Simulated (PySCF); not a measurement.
**C$_{5}$H$_{9}$ClSi: density, localisation and related maps**

Input

```
{"job": {"kind": "uv", "xc": "CAM-B3LYP", "basis": "def2-SVPD", "nstates": 8, "ntriplets": 3}, "charge": 0, "multiplicity": 1}
C      2.190196    -0.319549     0.714009
C      0.823507    -0.975447     0.895389
C     -0.220305    -0.262754     0.107883
C     -1.062088    -0.742745    -0.817634
C     -1.829237     0.446701    -1.304385
Cl    -3.591916     0.300205    -0.995382
Si    -0.825343     1.528910    -0.040720
H      2.491666    -0.356735    -0.330350
H      2.148450     0.722750     1.023303
H      2.941802    -0.831995     1.309701
H      0.867301    -2.023880     0.589292
H      0.551209    -0.942693     1.954325
H     -1.200910    -1.756556    -1.160426
H     -1.741919     0.632940    -2.374001
H      0.064329     2.520516    -0.641270
H     -1.614341     2.069276     1.058857
```

Launched as:

```sh
OMP_NUM_THREADS=1 python probes_run.py task.json out
```

Geometry: GFN2-xTB.

Theory: CAM-B3LYP/def2-SVPD, SCF density, gas phase (PySCF 2.14.0).

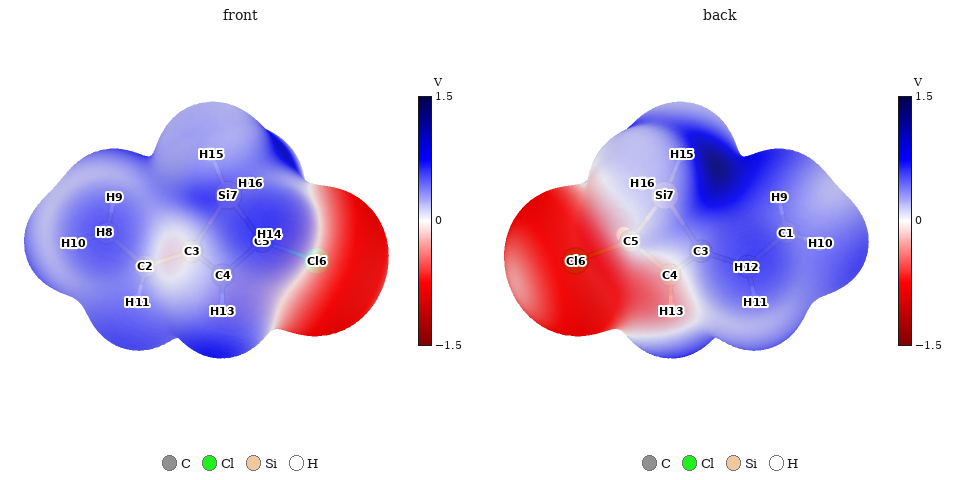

Figure 1. The electrostatic potential painted on the density surface at 0.001 e/bohr³, seen from the front and from behind; the colour scale runs from red (negative) to blue (positive).

> Where is the surface potential most negative and most positive?

The most negative region (about −0.8 V) lies over Cl6, the most positive (about +1.2 V) over Si7.

> What dipole moment does the calculation give?

Its dipole moment is 2.83 D.

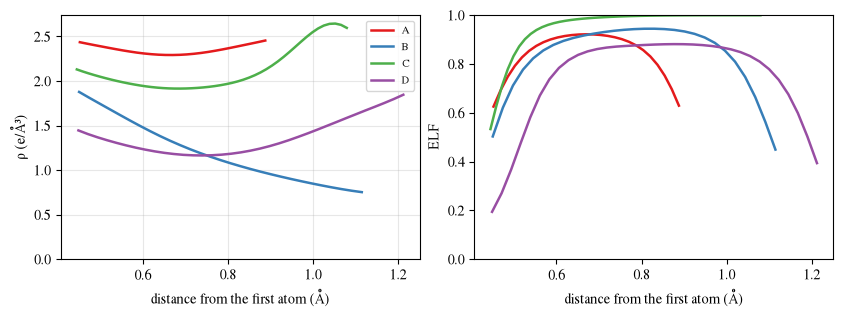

Figure 2. Electron density and electron localisation function along straight lines between neighbouring atoms. The curves leave out the atomic cores.

> Which curve belongs to which contact (C–C, C–Cl, C–H and C–Si)? The first atom named is at distance zero.

Curve A: C–C (1.34 Å): ρ is about 2.3 e/Å³ halfway; the ELF peaks at about 0.90 between the atoms (a short, multiple covalent bond). Curve B: C–Si (1.90 Å): ρ is about 0.9 e/Å³ halfway; the ELF peaks at about 0.95 between the atoms, as expected for localised, covalent bonding. Curve C: C–H (1.08 Å): the density is about 2 e/Å³ at the midpoint; the ELF climbs to about 1 towards the hydrogen, as it does in any bond to H; an ordinary covalent bond to hydrogen. Curve D: C–Cl (1.80 Å): the density is about 1.3 e/Å³ at the midpoint; the ELF peaks at about 0.90 between the atoms (a shared electron pair).
